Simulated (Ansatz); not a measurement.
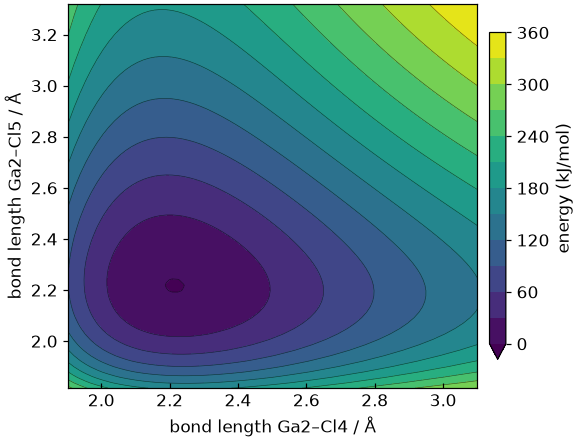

Energy landscape of Cl₄Ga, SMILES [Cl][Ga-]([Cl])([Cl])[Cl], charge −1. Coordinates scanned: (1) bond length Ga2–Cl4; (2) bond length Ga2–Cl5. Nothing is relaxed (all other coordinates rigid). The grid has 9 × 9 points. Points are written as (first, second). All energies are given in kJ/mol relative to the lowest grid point. The reference is spin-restricted, which grows unreliable where a bond is stretched far. Theory: Ansatz, RKS PBE0-D4/def2-SVPD.

The picture shows filled contours. Between grid points the surface is interpolated. 

**Where are the wells?**

The lowest grid point is at (2.203 Å, 2.192 Å). It is the only kind of minimum in the scanned range. The highest grid point, (3.100 Å, 3.321 Å), lies 359 kJ/mol above the lowest. Round the minimum the two coordinates are weakly coupled (coupling 0.06 in units of the two stiffnesses).

Grid values (kJ/mol):

```csv
"bond length Ga2–Cl5 ↓, bond length Ga2–Cl4 →",1.904,2.054,2.203,2.353,2.502,2.652,2.801,2.951,3.100
3.321,258,195,184,199,228,261,296,329,359
3.133,229,166,154,168,196,229,263,296,326
2.945,197,132,119,133,160,193,226,259,288
2.757,162,96,82,95,121,153,186,218,247
2.569,127,59,44,56,81,112,144,176,205
2.380,98,29,12,22,47,77,108,139,167
2.192,91,19,0,9,31,60,91,120,148
2.004,132,57,35,42,63,90,119,147,174
1.816,278,199,173,177,196,221,249,276,301
```

Each point was launched as `ansatz run input.yaml --threads 1 --pin off --max-ram 2560MiB --backend cpu --events-out ev --progress --plain --runs-dir out`. The whole map (81 points run) took 8.1 min on 1 thread of Intel(R) Xeon(R) 6975P-C (Granite Rapids), on a shared host.
